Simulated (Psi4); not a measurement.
**CH₃FSi: excited-state calculation**

- system: CH₃FSi, multiplicity 3
- method: TDHF/6-31G*, UHF (Psi4 1.11)

The geometry comes from this level: GFN2-xTB.

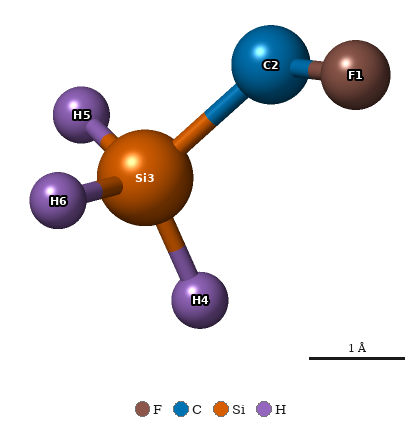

**Figure 1.** The structure (ball-and-stick view, seen at a tilt; atoms are numbered from 1 in the order of the input). Bond lengths as drawn: C–F 1.32 Å, C–Si 1.84 Å and H–Si 1.46 to 1.47 Å.

**Summary**

| quantity | value |
| --- | --- |
| outcome | converged |
| total energy | −427.858199 hartree |
| basis functions | 55 |
| ⟨S²⟩ | 2.015 |
| dipole moment | 1.42 D |
| lowest excitation | 7.31 eV |
| hardware | 1 thread of Intel Xeon @ 2.50GHz (Skylake/Cascade Lake), 12 GiB of memory available, shared host |
| wall time | 8.7 s |
| peak memory | 0.22 GiB |

**The input (calc.dat)**
```
memory 1600 MB

molecule mol {
  0 3
  F      0.224090    -1.972460     1.187430
  C      0.716820    -1.061660     0.372510
  Si    -0.092860     0.468300    -0.264490
  H     -1.296310     0.138890    -1.040580
  H      0.933630     1.077090    -1.098720
  H     -0.485360     1.349840     0.843840
  symmetry c1
}

set basis 6-31G*
set reference uhf
set scf_type mem_df
set tdscf_states 6
set tdscf_tda false

e, wfn = energy('td-hf', return_wfn=True)
```

Launched with:
```bash
psi4 -n 1 calc.dat calc.out
```

**Log**
```
Psi4 1.11 release

   => Loading Basis Set <=

    Name: 6-31G*
    Role: ORBITAL
    Keyword: BASIS

         ---------------------------------------------------------
                                   SCF
                              UHF Reference
                        1 Threads,   1525 MiB Core
         ---------------------------------------------------------

  ==> Geometry <==

    Molecular point group: c1
    Full point group: C1

    Geometry (in Angstrom), charge = 0, multiplicity = 3:

       Center              X                  Y                   Z               Mass
    ------------   -----------------  -----------------  -----------------  -----------------
         F            0.072368061849    -1.415578006925     0.891873019297    18.998403162730
         C            0.565098061849    -0.504778006925     0.076953019297    12.000000000000
         SI          -0.244581938151     1.025181993075    -0.560046980703    27.976926534650
         H           -1.448031938151     0.695771993075    -1.336136980703     1.007825032230
         H            0.781908061849     1.633971993075    -1.394276980703     1.007825032230
         H           -0.637081938151     1.906721993075     0.548283019297     1.007825032230

  Running in c1 symmetry.

  Rotational constants: A =      1.70313  B =      0.15740  C =      0.15149 [cm^-1]
  Rotational constants: A =  51058.43561  B =   4718.80667  C =   4541.60888 [MHz]
  Nuclear repulsion =   92.501436336060181

  Charge       = 0
  Multiplicity = 3
  Electrons    = 32
  Nalpha       = 17
  Nbeta        = 15

  ==> Algorithm <==

  SCF Algorithm Type is MEM_DF.
  DIIS enabled.
  MOM disabled.
  Fractional occupation disabled.
  Guess Type is SAD.
  Energy threshold   = 1.00e-06
  Density threshold  = 1.00e-06
  Integral threshold = 1.00e-12

  ==> Primary Basis <==

  Basis Set: 6-31G*
    Blend: 6-31G*
    Number of shells: 26
    Number of basis functions: 55
    Number of Cartesian functions: 55
    Spherical Harmonics?: false
    Max angular momentum: 2

   => Loading Basis Set <=

    Name: (6-31G* AUX)
    Role: JKFIT
    Keyword: DF_BASIS_SCF

  ==> Integral Setup <==

  DFHelper Memory: AOs need 0.010 GiB; user supplied 1.118 GiB.
  SCF_SUBTYPE=INCORE selected. In-core MEM_DF algorithm will be used.
  Using in-core AOs.

  ==> MemDFJK: Density-Fitted J/K Matrices <==

    J tasked:                   Yes
    K tasked:                   Yes
    wK tasked:                   No
    Memory [MiB]:              1144
    Algorithm:                 Core
    Schwarz Cutoff:           1E-12
    Mask sparsity (%):       0.7273
    Fitting Condition:        1E-10

   => Auxiliary Basis Set <=

  Basis Set: (6-31G* AUX)
    Blend: CC-PVDZ-JKFIT
    Number of shells: 111
    Number of basis functions: 367
    Number of Cartesian functions: 367
    Spherical Harmonics?: false
    Max angular momentum: 3

  Minimum eigenvalue in the overlap matrix is 5.9393267858E-03.
  Reciprocal condition number of the overlap matrix is 1.0678575979E-03.
    Using symmetric orthogonalization.

  ==> Pre-Iterations <==

  SCF Guess: Superposition of Atomic Densities via on-the-fly atomic UHF (no occupation information).

   -------------------------
    Irrep   Nso     Nmo
   -------------------------
     A         55      55
   -------------------------
    Total      55      55
   -------------------------

  ==> Iterations <==

                           Total Energy        Delta E     RMS |[F,P]|

   @DF-UHF iter SAD:  -426.96244737007885   -4.26962e+02   0.00000e+00
   @DF-UHF iter   1:  -427.79443954422339   -8.31992e-01   4.40662e-03 ADIIS/DIIS
   @DF-UHF iter   2:  -427.84794884607697   -5.35093e-02   1.59652e-03 ADIIS/DIIS
   @DF-UHF iter   3:  -427.85568680898319   -7.73796e-03   8.01471e-04 ADIIS/DIIS
   @DF-UHF iter   4:  -427.85775821387477   -2.07140e-03   2.87136e-04 ADIIS/DIIS
   @DF-UHF iter   5:  -427.85808874277984   -3.30529e-04   1.25533e-04 ADIIS/DIIS
   @DF-UHF iter   6:  -427.85818414711798   -9.54043e-05   4.52334e-05 DIIS
   @DF-UHF iter   7:  -427.85819676334376   -1.26162e-05   1.64459e-05 DIIS
   @DF-UHF iter   8:  -427.85819842020521   -1.65686e-06   5.08667e-06 DIIS
   @DF-UHF iter   9:  -427.85819857742746   -1.57222e-07   1.50392e-06 DIIS
   @DF-UHF iter  10:  -427.85819859011451   -1.26871e-08   5.10594e-07 DIIS
  Energy and wave function converged.

  ==> Post-Iterations <==

   @Spin Contamination Metric:   1.498599751E-02
   @S^2 Expected:                2.000000000E+00
   @S^2 Observed:                2.014985998E+00
   @S   Expected:                1.000000000E+00
   @S   Observed:                1.000000000E+00

    Orbital Energies [Eh]
    ---------------------

    Alpha Occupied:

       1A    -68.783940     2A    -26.329776     3A    -11.327605
       4A     -6.144324     5A     -4.251083     6A     -4.250025
       7A     -4.249730     8A     -1.649736     9A     -0.945508
      10A     -0.768887    11A     -0.730045    12A     -0.715226
      13A     -0.628307    14A     -0.516292    15A     -0.509960
      16A     -0.422839    17A     -0.381090

    Alpha Virtual:

      18A      0.141534    19A      0.174160    20A      0.193519
      21A      0.271537    22A      0.306469    23A      0.335613
      24A      0.381352    25A      0.405801    26A      0.517304
      27A      0.706841    28A      0.719010    29A      0.786728
      30A      0.815837    31A      0.848992    32A      0.881136
      33A      0.904440    34A      0.982055    35A      1.142824
      36A      1.328967    37A      1.375585    38A      1.428185
      39A      1.442439    40A      1.540957    41A      1.608134
      42A      1.774066    43A      1.809134    44A      1.879233
      45A      2.039392    46A      2.107832    47A      2.221946
      48A      2.324197    49A      2.424223    50A      2.786021
      51A      2.863140    52A      3.255940    53A      3.423940
      54A      4.478411    55A      4.610619

    Beta Occupied:

       1A    -68.783800     2A    -26.319309     3A    -11.281138
       4A     -6.143949     5A     -4.250164     6A     -4.250109
       7A     -4.249610     8A     -1.619464     9A     -0.836325
      10A     -0.745856    11A     -0.661592    12A     -0.659340
      13A     -0.547481    14A     -0.502407    15A     -0.494087

    Beta Virtual:

      16A      0.107878    17A      0.114409    18A      0.152895
      19A      0.198292    20A      0.258066    21A      0.288732
      22A      0.321627    23A      0.361217    24A      0.392313
      25A      0.426760    26A      0.563214    27A      0.797211
      28A      0.805722    29A      0.836375    30A      0.840543
      31A      0.862444    32A      0.930075    33A      0.938035
      34A      1.018111    35A      1.182621    36A      1.347330
      37A      1.387434    38A      1.440873    39A      1.446236
      40A      1.579778    41A      1.636282    42A      1.839391
      43A      1.898486    44A      1.966136    45A      2.055299
      46A      2.118655    47A      2.290652    48A      2.404851
      49A      2.488539    50A      2.834991    51A      2.906106
      52A      3.260719    53A      3.440310    54A      4.517518
      55A      4.643356

    Final Occupation by Irrep:
              A
    DOCC [    15 ]
    SOCC [     2 ]
    NA   [    17 ]
    NB   [    15 ]

  @DF-UHF Final Energy:  -427.85819859011451

   => Energetics <=

    Nuclear Repulsion Energy =             92.5014363360601806
    One-Electron Energy =                -776.7702570610102839
    Two-Electron Energy =                 256.4106221348355348
    Total Energy =                       -427.8581985901145117

  UHF NO Occupations:
  HONO-2 :   15  A 1.9947241
  HONO-1 :   16  A 1.0000000
  HONO-0 :   17  A 1.0000000
  LUNO+0 :   18  A 0.0052759
  LUNO+1 :   19  A 0.0007649
  LUNO+2 :   20  A 0.0006991
  LUNO+3 :   21  A 0.0003543

Computation Completed

Properties will be evaluated at   0.000000,   0.000000,   0.000000 [a0]

Properties computed using the SCF density matrix

 Multipole Moments:

 ------------------------------------------------------------------------------------
     Multipole            Electronic (a.u.)      Nuclear  (a.u.)        Total (a.u.)
 ------------------------------------------------------------------------------------

 L = 1.  Multiply by 2.5417464519 to convert [e a0] to [Debye]
 Dipole X            :          1.2383430           -1.2953166           -0.0569736
 Dipole Y            :         -4.8518181            5.3292994            0.4774813
 Dipole Z            :          2.6128350           -2.8992431           -0.2864081
 Magnitude           :                                                    0.5596999

 ------------------------------------------------------------------------------------

	total time  =          1 seconds =       0.02 minutes

******************************************************************************************
**********                               WARNING                                **********
**********       The names of excited state variables changed between 1.5       **********
**********     and 1.6. For a quick solution, remove the symmetry specifier     **********
**********   from the variable name. For full details, see 'Notes on Psivars'   **********
**********                        in the documentation.                         **********
******************************************************************************************

         ---------------------------------------------------------
                         TDSCF excitation energies
         ---------------------------------------------------------

  ==> Options <==

     Residual threshold  : 1.0000e-04
     Initial guess       : denominators
     Reference           : UHF
     Solver type         : RPA (Hamiltonian)

  ==> Requested Excitations <==

      6 singlet states with A symmetry

  ==> Seeking the lowest 6 singlet states with A symmetry

                        Generalized Hamiltonian Solver

  ==> Options <==

    Max number of iterations        = 60
    Eigenvector tolerance           = 1.0000e-04
    Max number of expansion vectors = 1200

  => Iterations <=
                              Max[D[value]]     Max[|R|]   # vectors
  HamiltonianSolver iter   1:   3.61758e-01  2.69786e-01     24
  HamiltonianSolver iter   2:   4.52413e-02  1.20001e-01     36
  HamiltonianSolver iter   3:   7.22123e-03  8.08419e-02     48
  HamiltonianSolver iter   4:   3.86950e-03  6.36123e-02     60
  HamiltonianSolver iter   5:   1.89601e-03  6.16697e-02     72
  HamiltonianSolver iter   6:   1.58541e-03  3.69288e-02     84
  HamiltonianSolver iter   7:   2.74337e-04  1.20746e-02     96
  HamiltonianSolver iter   8:   2.29437e-05  3.99654e-03    108
  HamiltonianSolver iter   9:   2.22108e-06  1.33082e-03    118
  HamiltonianSolver iter  10:   2.18001e-07  4.48421e-04    124
  HamiltonianSolver iter  11:   2.07973e-08  1.35721e-04    128
  HamiltonianSolver iter  12:   1.82525e-09  6.01315e-05    130      Converged

******************************************************************************************
**********                               WARNING                                **********
**********  Length-gauge rotatory strengths are **NOT** gauge-origin invariant  **********
******************************************************************************************

                                    Excitation Energy         Total Energy        Oscillator Strength             Rotatory Strength
     #   Sym: GS->ES (Trans)        au              eV              au          au (length)    au (velocity)    au (length)    au (velocity)
    ---- -------------------- --------------- --------------- --------------- --------------- --------------- --------------- ---------------
     1        A->A (1 A)       0.26864         7.31015        -427.58956       0.0017          0.0002         -0.0001         -0.0005
     2        A->A (1 A)       0.28114         7.65023        -427.57706       0.0198          0.0278          0.0004          0.0005
     3        A->A (1 A)       0.29342         7.98440        -427.56478       0.0433          0.0536         -0.0004         -0.0005
     4        A->A (1 A)       0.31387         8.54086        -427.54433       0.0367          0.0325         -0.0000          0.0000
     5        A->A (1 A)       0.31741         8.63705        -427.54079       0.0170          0.0172         -0.0002         -0.0002
     6        A->A (1 A)       0.32482         8.83888        -427.53338       0.0305          0.0372          0.0005          0.0006

Contributing excitations and de-excitations
Only contributions with abs(coeff) > 1.00e-01 will be printed:

Excited State    1 (1 A):   0.26864 au   169.61 nm f = 0.0017
Alpha orbitals:
  Sums of squares: Xssq =  9.512866e-01; Yssq =  1.657570e-03; Xssq - Yssq =  9.496290e-01
     14a (a) ->  23a (a)   -0.101295 ( 1.026%)
     17a (a) ->  19a (a)   -0.695557 (48.380%)
     17a (a) ->  21a (a)   -0.406585 (16.531%)
     17a (a) ->  22a (a)   -0.245416 ( 6.023%)
     17a (a) ->  23a (a)   -0.379766 (14.422%)
     17a (a) ->  25a (a)   -0.197286 ( 3.892%)
     17a (a) ->  29a (a)   -0.127561 ( 1.627%)
Beta orbitals:
  Sums of squares: Xssq =  5.173360e-02; Yssq =  1.362622e-03; Xssq - Yssq =  5.037097e-02
     13a (b) ->  17a (b)    0.177158 ( 3.138%)

Excited State    2 (1 A):   0.28114 au   162.07 nm f = 0.0198
Alpha orbitals:
  Sums of squares: Xssq =  9.196816e-01; Yssq =  1.835121e-03; Xssq - Yssq =  9.178465e-01
     17a (a) ->  18a (a)   -0.896066 (80.293%)
     17a (a) ->  19a (a)   -0.124947 ( 1.561%)
     17a (a) ->  22a (a)   -0.170420 ( 2.904%)
     17a (a) ->  23a (a)    0.104285 ( 1.088%)
     17a (a) ->  26a (a)   -0.159111 ( 2.532%)
Beta orbitals:
  Sums of squares: Xssq =  8.309487e-02; Yssq =  9.413612e-04; Xssq - Yssq =  8.215351e-02
     13a (b) ->  17a (b)   -0.224763 ( 5.052%)
     13a (b) ->  20a (b)   -0.100025 ( 1.000%)
     14a (b) ->  17a (b)   -0.110311 ( 1.217%)

Excited State    3 (1 A):   0.29342 au   155.28 nm f = 0.0433
Alpha orbitals:
  Sums of squares: Xssq =  1.744005e-01; Yssq =  3.079880e-03; Xssq - Yssq =  1.713206e-01
     16a (a) ->  19a (a)    0.285893 ( 8.173%)
     16a (a) ->  21a (a)    0.111985 ( 1.254%)
     16a (a) ->  22a (a)    0.104255 ( 1.087%)
     16a (a) ->  23a (a)    0.130455 ( 1.702%)
     17a (a) ->  20a (a)    0.151508 ( 2.295%)
Beta orbitals:
  Sums of squares: Xssq =  8.317092e-01; Yssq =  3.029759e-03; Xssq - Yssq =  8.286794e-01
      9a (b) ->  16a (b)    0.109170 ( 1.192%)
     10a (b) ->  16a (b)   -0.170045 ( 2.892%)
     13a (b) ->  16a (b)    0.768110 (58.999%)
     13a (b) ->  18a (b)   -0.129893 ( 1.687%)
     13a (b) ->  19a (b)   -0.179187 ( 3.211%)
     13a (b) ->  21a (b)    0.107184 ( 1.149%)
     14a (b) ->  16a (b)    0.312399 ( 9.759%)

Excited State    4 (1 A):   0.31387 au   145.17 nm f = 0.0367
Alpha orbitals:
  Sums of squares: Xssq =  9.006942e-01; Yssq =  2.025391e-03; Xssq - Yssq =  8.986688e-01
     16a (a) ->  18a (a)    0.191339 ( 3.661%)
     16a (a) ->  19a (a)    0.671704 (45.119%)
     16a (a) ->  21a (a)    0.396699 (15.737%)
     16a (a) ->  22a (a)    0.253398 ( 6.421%)
     16a (a) ->  23a (a)    0.299050 ( 8.943%)
     16a (a) ->  25a (a)    0.157444 ( 2.479%)
     16a (a) ->  29a (a)    0.114830 ( 1.319%)
     17a (a) ->  20a (a)   -0.153044 ( 2.342%)
Beta orbitals:
  Sums of squares: Xssq =  1.020698e-01; Yssq =  7.386181e-04; Xssq - Yssq =  1.013312e-01
     13a (b) ->  16a (b)   -0.267316 ( 7.146%)
     14a (b) ->  16a (b)   -0.102995 ( 1.061%)

Excited State    5 (1 A):   0.31741 au   143.55 nm f = 0.0170
Alpha orbitals:
  Sums of squares: Xssq =  1.521034e-01; Yssq =  1.841867e-03; Xssq - Yssq =  1.502616e-01
     17a (a) ->  18a (a)   -0.299908 ( 8.994%)
     17a (a) ->  19a (a)    0.176807 ( 3.126%)
Beta orbitals:
  Sums of squares: Xssq =  8.516762e-01; Yssq =  1.937792e-03; Xssq - Yssq =  8.497384e-01
     10a (b) ->  17a (b)   -0.151120 ( 2.284%)
     10a (b) ->  20a (b)   -0.117985 ( 1.392%)
     13a (b) ->  17a (b)    0.736708 (54.274%)
     13a (b) ->  20a (b)    0.271537 ( 7.373%)
     14a (b) ->  17a (b)    0.385894 (14.891%)
     15a (b) ->  16a (b)   -0.116707 ( 1.362%)

Excited State    6 (1 A):   0.32482 au   140.27 nm f = 0.0305
Alpha orbitals:
  Sums of squares: Xssq =  9.106846e-01; Yssq =  2.901235e-03; Xssq - Yssq =  9.077833e-01
     16a (a) ->  18a (a)   -0.848611 (72.014%)
     16a (a) ->  19a (a)    0.103559 ( 1.072%)
     16a (a) ->  23a (a)    0.192622 ( 3.710%)
     16a (a) ->  25a (a)    0.105923 ( 1.122%)
     16a (a) ->  26a (a)   -0.131794 ( 1.737%)
     17a (a) ->  20a (a)    0.252844 ( 6.393%)
Beta orbitals:
  Sums of squares: Xssq =  9.436977e-02; Yssq =  2.153084e-03; Xssq - Yssq =  9.221668e-02
     13a (b) ->  16a (b)   -0.150111 ( 2.253%)
     13a (b) ->  18a (b)   -0.106593 ( 1.136%)
     14a (b) ->  16a (b)   -0.111623 ( 1.246%)
     15a (b) ->  17a (b)   -0.165941 ( 2.754%)

******************************************************************************************
**********                               WARNING                                **********
**********       The names of excited state variables changed between 1.5       **********
**********     and 1.6. For a quick solution, remove the symmetry specifier     **********
**********   from the variable name. For full details, see 'Notes on Psivars'   **********
**********                        in the documentation.                         **********
******************************************************************************************

    Psi4 run time: 0:00:06.41
```

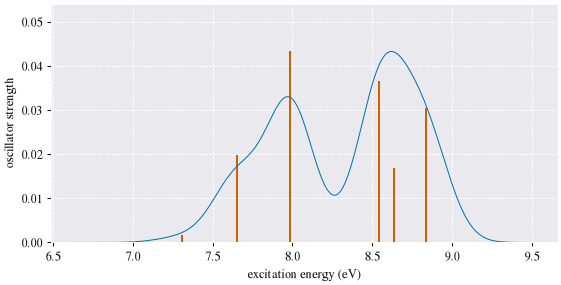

**Figure 2.** Computed excitations as sticks (degenerate states added up, dark ones marked on the axis), with a Gaussian envelope of 0.35 eV full width at half maximum, scaled to the tallest. Of the 6 states the lowest lies at 7.31 eV (f = 0.002); the strongest line is at 7.98 eV, or 155 nm (f = 0.043).
